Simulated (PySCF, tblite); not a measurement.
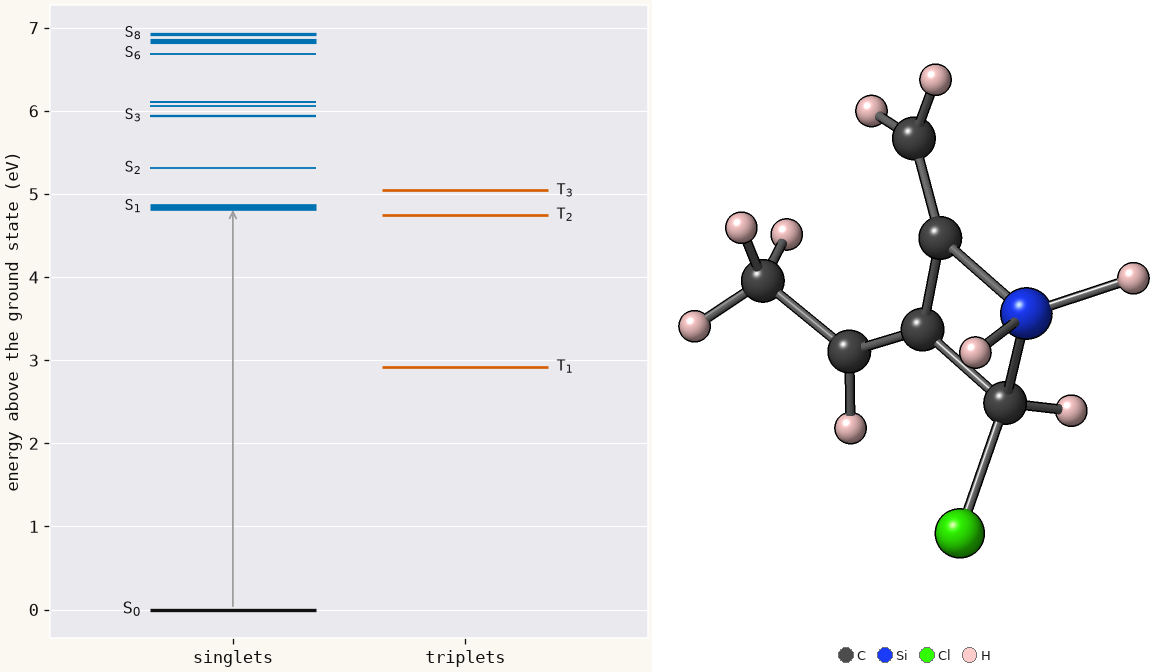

State diagram of C₆H₉ClSi, SMILES C=C1[SiH2][C@@H](Cl)/C1=C/C. Vertical TDDFT excitations, ωB97X-D/def2-SVPD in PySCF 2.14.0, at a GFN2-xTB geometry (a minimum by its frequencies), gas phase. Triplets in the Tamm-Dancoff approximation; only the lowest 8 singlets and 3 triplets were computed. Thicker singlet lines are brighter; the arrow marks the brightest.

**How many of the triplet levels drawn lie below S1?**

2 of 3 (T1 2.92 eV, T2 4.75 eV, T3 5.04 eV; S1 4.85 eV).

**What is the vertical gap between S1 and T1?**

1.93 eV: S1 at 4.85 eV, T1 at 2.92 eV.

**What character does the calculation give T1?**

Mainly HOMO → LUMO (90 %).

Caveats: the tight-binding geometry is rougher than a DFT one and adds to the error; core orbitals are frozen in the response.
